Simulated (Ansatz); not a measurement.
# Response to strain in Ge2Sb2Te5

Take Ge2Sb2Te5 (space group P-3m1, No. 164; a = 4.2933 Å, c = 17.6342 Å) as the base. Axes: x lies along a and z along c of the hexagonal cell.

Strains are applied to the cell and any free atomic positions relax; under biaxial strain the out-of-plane vector relaxes too.

All numbers come from Ansatz (an electronic-structure program) PBE, no spin-orbit coupling.

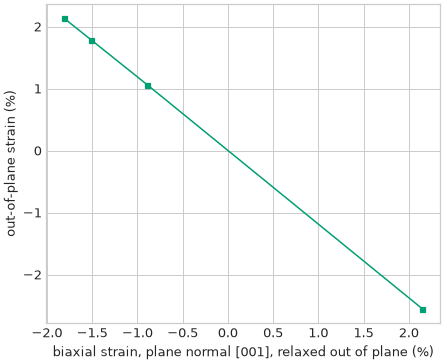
Fig. 1. Out-of-plane strain against biaxial strain, plane normal [001], relaxed out of plane

Question: From the plot, what is the out-of-plane strain for biaxial strain −1.81 %, plane normal [001], relaxed out of plane?

Answer: About 2.1 %.

Question: Is the trend monotonic over the range shown?

Answer: Yes, it falls throughout, spanning -2.55 % to +2.14 %.

Stability against distortions was not tested.
